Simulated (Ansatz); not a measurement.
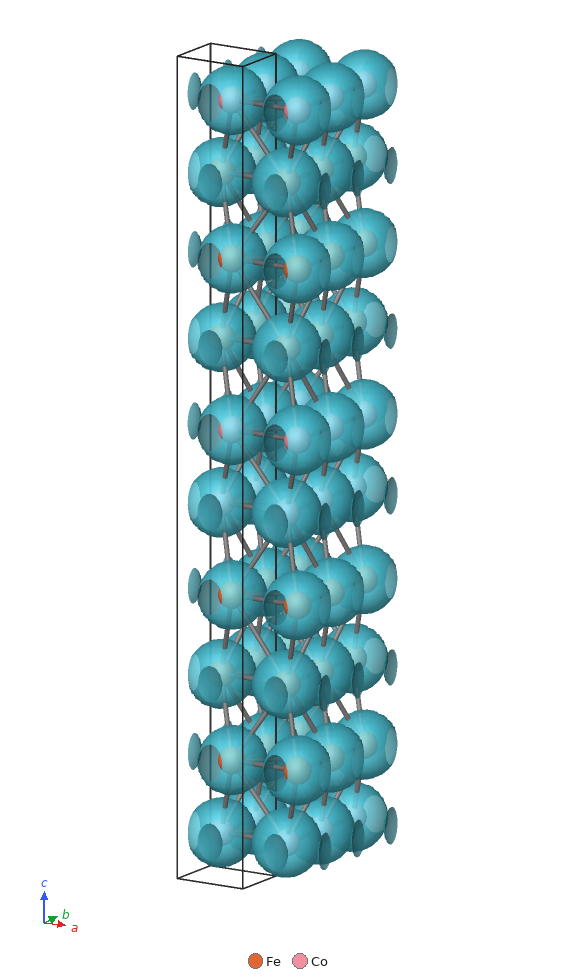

*Fe3Co2. Isosurface of the valence pseudo-density at 0.8 e/Å³ (cyan), seen slightly off an axis. Sticks mark near contacts.*

Space group P-3m1; a structure generated by program, which may or may not match a known phase; spin-polarised.

The calculation used Ansatz 0.2.0, DFT PBE, scalar-relativistic, plane waves, PAW.

The calculation's input:

```
crystal:
  lattice:
    - [2.4798340674, 0.0, 0.0]
    - [-1.2399170337, 2.1475992995, 0.0]
    - [0.0, 0.0, 20.6984149977]
  atoms:
    - { symbol: Fe, position: [0.3333333333, 0.6666666667, 0.243848439], spin: 2.24 }
    - { symbol: Fe, position: [0.3333333333, 0.6666666667, 0.651316558], spin: 2.24 }
    - { symbol: Fe, position: [0.6666666667, 0.3333333333, 0.348683442], spin: 2.24 }
    - { symbol: Fe, position: [0.6666666667, 0.3333333333, 0.756151561], spin: 2.24 }
    - { symbol: Fe, position: [0.3333333333, 0.6666666667, 0.8522225787], spin: -1.77 }
    - { symbol: Fe, position: [0.6666666667, 0.3333333333, 0.1477774213], spin: -1.77 }
    - { symbol: Co, position: [0.3333333333, 0.6666666667, 0.0493704311], spin: -1.73 }
    - { symbol: Co, position: [0.6666666667, 0.3333333333, 0.9506295689], spin: -1.73 }
    - { symbol: Co, position: [0.3333333333, 0.6666666667, 0.4513346611], spin: 1.89 }
    - { symbol: Co, position: [0.6666666667, 0.3333333333, 0.5486653389], spin: 1.89 }
basis:
  ecutwfc: 420
kpoints:
  mp_grid: { grid: [18, 18, 2] }
hamiltonian:
  xc: pbe
scf:
  occupations: { method: gaussian, width: 0.1 }
output:
  forces: true
  stress: true
  eigenvalues: true
  populations: true
  write_density: true
  write_potential: true
  elf: true
  volumetric_format: npy
magnetization:
  spin_polarized: true
relax:
  adjacent_minimum: "off"
  f_tol: 0.01
  max_steps: 80
  cell: { stress_tol: 0.05 }
```

Command:

```sh
ansatz run input.yaml --threads 1 --pin off --max-ram 2560MiB --backend cpu --events-out ev --progress --plain --runs-dir out
```

Below, planes, directions and counts refer to the conventional cell (a = 2.48 Å, b = 2.48 Å, c = 20.53 Å, α = 90.00°, β = 90.00°, γ = 120.00°).

The fields are those of the relaxed geometry.

How is the density connected at this value?

Answer. At this value the density breaks into separate islands; it holds about 80 % of the electrons treated as valence (semicore included). It bridges none of the near contacts. It is pinched off along the shortest Fe–Fe (2.44 Å), Fe–Co (2.45 Å), Co–Co (2.47 Å) and Fe–Fe (2.48 Å) contacts. On the grid the lowest density along these lines, outside the cores, is 0.38 e/Å³ (Fe–Fe, 2.44 Å), 0.37 e/Å³ (Fe–Co, 2.45 Å), 0.35 e/Å³ (Co–Co, 2.47 Å) and 0.36 e/Å³ (Fe–Fe, 2.48 Å).
